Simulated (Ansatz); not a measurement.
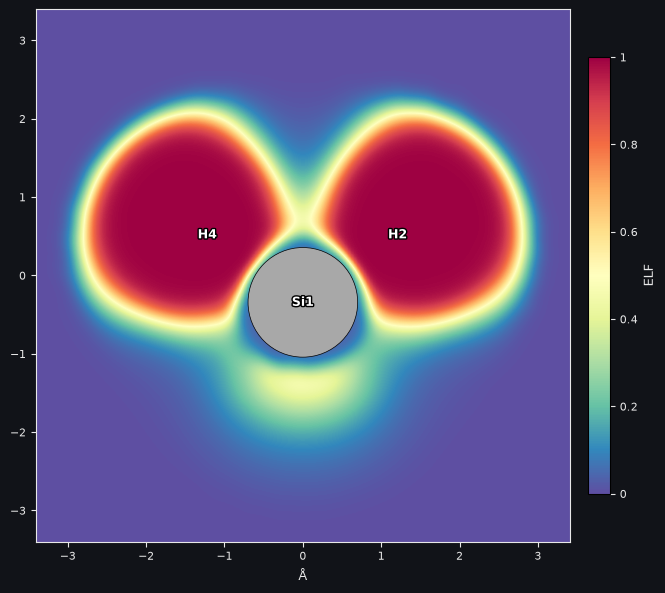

The picture shows: SiH4. Electron localisation function on the plane of atoms H2, Si1 and H4. Grey discs cover the atomic cores.

The calculation used RKS CAM-B3LYP-D4/def2-SVP in Ansatz.

```yaml
atoms:
  - { symbol: Si, position_ang: [0.0003, 0.0000, 0.0003] }
  - { symbol: H, position_ang: [0.0001, 0.0000, 1.4877] }
  - { symbol: H, position_ang: [1.4027, 0.0000, -0.4953] }
  - { symbol: H, position_ang: [-0.7008, 1.2144, -0.4956] }
  - { symbol: H, position_ang: [-0.7008, -1.2144, -0.4956] }
```

### Read the bonding off the picture.

- The section cuts through Si and H sites.
- Si–H (1.49 Å): the ELF climbs to about 1 towards the hydrogen, as it does in any bond to H.
